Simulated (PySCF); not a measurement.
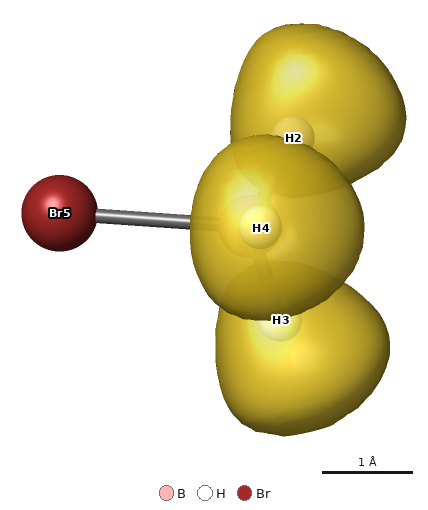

BBrH3 (charge −1). Isosurface of the electron localisation function at 0.9 (yellow), seen at a tilt. Only the valence region is drawn (cores and ρ < 0.01 e/Å³ removed).

Geometry: PBE0-D3(BJ)/def2-TZVPD.

All numbers below come from PySCF, wB97M-D3(BJ)/def2-TZVPD, SCF density, gas phase.

Input

```
{"job": {"kind": "inter", "xc": "wB97M-D3(BJ)", "basis": "def2-TZVPD", "pairs": false}, "charge": -1, "multiplicity": 1, "parts": [{"atoms": "0-3", "charge": 0, "multiplicity": 1}, {"atoms": "4-4", "charge": -1, "multiplicity": 1}]}
B     -0.334299     0.160002     0.208877
H     -0.082310     1.047216    -0.584105
H     -0.631307    -0.891897    -0.323944
H      0.506757     0.038964     1.078666
Br    -2.112839     0.799595     1.226663
```

Command:

```sh
OMP_NUM_THREADS=1 python cluster_run.py task.json out
```

What do the ELF domains correspond to?

Answer. At this value the surface marks out three regions around hydrogen nuclei. Along the contacts the grid gives the following. B–Br (2.15 Å): the ELF peaks at about 0.85 between the atoms; a polar covalent bond. B–H (1.22 Å): the ELF climbs to about 1 towards the hydrogen, as it does in any bond to H (an ordinary covalent bond to hydrogen).
